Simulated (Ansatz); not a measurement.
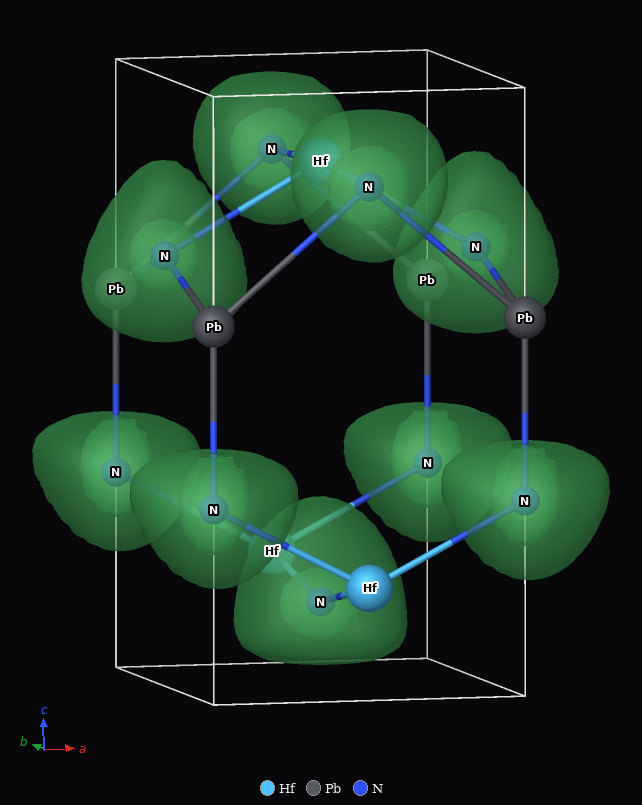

Figure 1: Hf2PbN4. Isosurface of the ELF at 0.7 (green), seen slightly off an axis. Only the valence region is drawn (cores and ρ < 0.01 e/Å³ removed). Sticks mark near contacts.

Space group Pm; a structure from a database of computed crystals, not necessarily the ambient phase; started from the Al2ZnSe4-6 prototype, which need not be the ambient phase.

Method: DFT, r2SCAN+rVV10, plane waves, PAW in Ansatz.

Core electrons are frozen (PAW), and the valence fields are smoothed inside the atomic spheres.

```yaml
crystal:
  lattice:
    - [0.00000, 3.72229, 0.00000]
    - [4.28914, 0.00000, 0.00491]
    - [0.01984, 0.00000, -7.05572]
  atoms:
    - { symbol: Hf, position: [0.50000, 0.99816, 0.18459] }
    - { symbol: Hf, position: [0.50000, 0.49919, 0.85530] }
    - { symbol: Pb, position: [0.00000, 0.00000, 0.62204] }
    - { symbol: N, position: [0.00000, 0.49959, 0.70753] }
    - { symbol: N, position: [0.50000, 0.49844, 0.13177] }
    - { symbol: N, position: [0.50000, 0.99918, 0.84447] }
    - { symbol: N, position: [0.00000, 0.99788, 0.32095] }
```

> Where are the electrons localised?

The ELF exceeds this value in four regions wrapped around N (the valence shell of each), counted in one cell of 7 atoms. Any copies at cell faces, edges or corners count once. Profiles from the grid: Hf–N (1.95 Å): the ELF peaks at about 0.80 in the valence shell of N, 0.6 Å from its nucleus, and is about 0.30 at the midpoint: no shared electron pair shows on this line. Pb–N (2.12 Å): the ELF peaks at about 0.70 in the valence shell of N, 0.6 Å from its nucleus, and is about 0.30 at the midpoint.
